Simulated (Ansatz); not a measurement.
# Sn3C: the cost of one run

Computed with Ansatz 0.2.0 (DFT PBE, scalar-relativistic, plane waves, PAW, unless a step's input says otherwise).

**1. The structure to begin with**

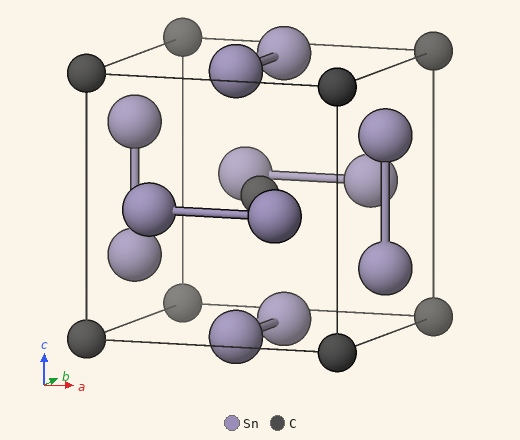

Start, viewed slightly off an axis; tin purple, carbon dark grey. Atoms on the faces are drawn again on the opposite ones.

As a file:

```cif
data_structure
_symmetry_space_group_name_H-M 'Pm-3n'
_symmetry_Int_Tables_number 223
_cell_length_a 5.7174
_cell_length_b 5.7174
_cell_length_c 5.7174
_cell_angle_alpha 90.000
_cell_angle_beta 90.000
_cell_angle_gamma 90.000
_cell_volume 186.89
loop_
_atom_site_label
_atom_site_type_symbol
_atom_site_symmetry_multiplicity
_atom_site_Wyckoff_symbol
_atom_site_fract_x
_atom_site_fract_y
_atom_site_fract_z
_atom_site_occupancy
Sn1 Sn 6 c 0.25000 0.00000 0.50000 1
C1 C 2 a 0.00000 0.00000 0.00000 1
```

The cell is invented: species swapped into a database cell of V3Pt (Pm-3n, No. 223), with Sn on the V sites and C on the Pt sites. Lengths come from tabulated atomic sizes and are only a guess.

**2. Probe: one point on a coarse mesh**

input.yaml reads:

```yaml
crystal:
  lattice:
    - [5.71739117, 0.0, 0.0]
    - [0.0, 5.71739117, 0.0]
    - [0.0, 0.0, 5.71739117]
  atoms:
    - { symbol: Sn, position: [0.25, 0.0, 0.5] }
    - { symbol: Sn, position: [0.5, 0.75, 0.0] }
    - { symbol: Sn, position: [0.75, 0.0, 0.5] }
    - { symbol: Sn, position: [0.5, 0.25, 0.0] }
    - { symbol: Sn, position: [0.0, 0.5, 0.75] }
    - { symbol: Sn, position: [0.0, 0.5, 0.25] }
    - { symbol: C, position: [0.0, 0.0, 0.0] }
    - { symbol: C, position: [0.5, 0.5, 0.5] }
basis:
  ecutwfc: 420
kpoints:
  mp_grid: { grid: [4, 4, 4] }
hamiltonian:
  xc: pbe
scf:
  occupations: { method: gaussian, width: 0.1 }
  lower_state_search: "off"
output:
  forces: true
  stress: true
  eigenvalues: true
```

On the command line:

```console
> ansatz run input.yaml --threads 1 --pin off --max-ram 2560MiB --backend cpu --events-out ev --progress --plain --runs-dir out
```

**Question.** How long does this run take on 1 thread of AMD EPYC 7R43 (Zen 3), shared host, and how much memory does it need?

About 7.1 s, with a peak of 0.48 GiB.
